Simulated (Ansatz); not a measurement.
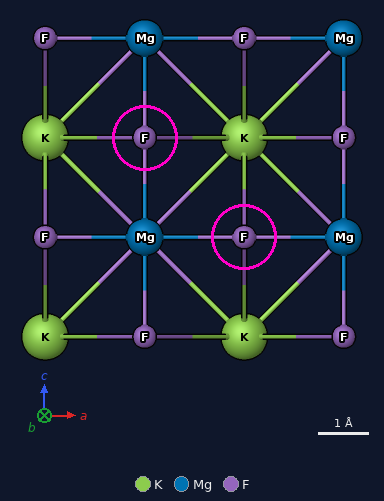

Perfect KMgF3. Style: ball-and-stick. Shown: the atoms within 5.1 Å of one point, in a slice 5.0 Å thick across the line of sight, along the b axis.

All numbers below come from Ansatz, DFT, PBEsol, PAW, plane waves. Settings: plane-wave cutoff 420 eV; k-point mesh 1 × 1 × 1; mesh shifted by (0.25, 0.25, 0.25); no spin polarisation. Fermi-Dirac smearing of 0.01 eV. A uniform background neutralises the charged cell. The axes drawn are those of the host's conventional cell.

A fluorine atom is replaced by nitrogen and an extra fluorine atom is put between the host's atoms (an interstitial), the two sites 3.5 Å apart at the ringed places, in charge state −1. The supercell has 40 sites, and the atoms are relaxed at the host's cell.

> How do the neighbours respond?

In the host the F atom has 2 Mg at 2.00 Å; the N atom ends with 2 Mg at 2.06 to 2.07 Å. The F atom starts with 4 F at 1.99 to 2.00 Å, 2 K at 2.00 Å around its place and ends with 2 Mg at 2.04 to 2.07 Å, 3 F at 2.23 to 2.45 Å, 2 K at 2.35 to 2.36 Å. Of the host's atoms, a fluorine atom moves furthest from its site, by 1.10 Å. The N atom itself moves 0.06 Å from where it was put. The F atom itself moves 0.84 Å from where it was put.

The relaxed defect, seen from the same direction:

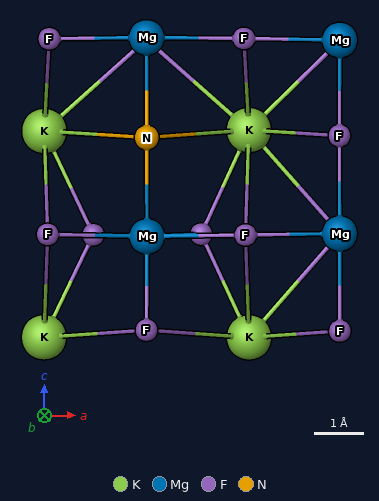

Limits of the set-up: the periodic images lie only 8.0 Å apart, so the values are limited by the cell's size; the cell is charged, on a uniform background, and energies carry no finite-size correction.
